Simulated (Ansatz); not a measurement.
**Amorphous Zr35Pt13**

It comes from a melt-quench run on a machine-learned potential (CHGNet), relaxed afterwards by DFT. The hot cell started wider than the set density and was brought back towards it in steps. It is the lowest in DFT energy of 3 quenches. It is a model cell: composition and starting density were chosen by hand, and all elements were melted together. No dispersion term was used.

These are PBE, scalar-relativistic without spin-orbit coupling (plane waves to 420 eV, PAW; Ansatz, a quantum-chemistry and plane-wave program) values and carry that method's errors. Geometry, pressure, stress and energy are those of the PBE run. Its sampling: a 2×2×2 Γ-centred mesh; Fermi-Dirac width 0.1 eV; no spin polarisation.

The number of atoms in the cell comes out as 48 and the density (volume relaxed, without dispersion) is 9.36 g/cm³. The volume per atom is 21.17 Å³ and the pressure on a 2×2×2 Γ-centred mesh comes out as -0.02 GPa. The largest force and stress component on that mesh (the relaxation ran on one k-point at (1/4, 1/4, 1/4)) is 0.20 eV/Å and 0.1 GPa and the gap on a 2×2×2 Γ-centred mesh (PBE) is within the smearing (under twice its width).

Bonds are counted up to Zr-Zr 4.02 Å, Zr-Pt 3.78 Å, Pt-Pt 3.34 Å.

* **Mean coordination of Zr**: 13.69 (2 with 12, 15 with 13, 11 with 14, 6 with 15, 1 with 16)
* **Mean coordination of Pt**: 10.54 (2 with 9, 3 with 10, 7 with 11, 1 with 12)
* **Mean Zr-Zr bond**: 3.326 Å (spread 0.264 Å, 177 counted)
* **Mean Zr-Pt bond**: 2.993 Å (spread 0.256 Å, 125 counted)

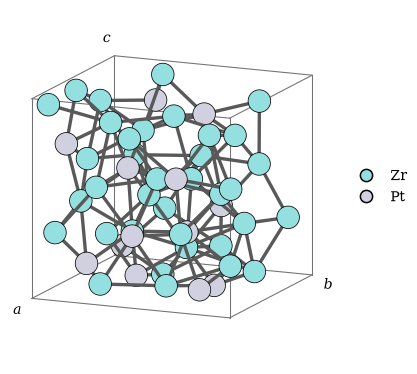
The relaxed cell

Its density started from a set value of 9.28 g/cm³. Cooling (nominally 190 K/ps over its main leg) ran many orders faster than in experiment, which tends to leave more defects and strain. A cell of this size samples the disorder only roughly. Volume and shape were free in the relaxation. On a 2×2×2 Γ-centred mesh force components of up to 0.20 eV/Å stay, since the relaxation ran on one k-point at (1/4, 1/4, 1/4).
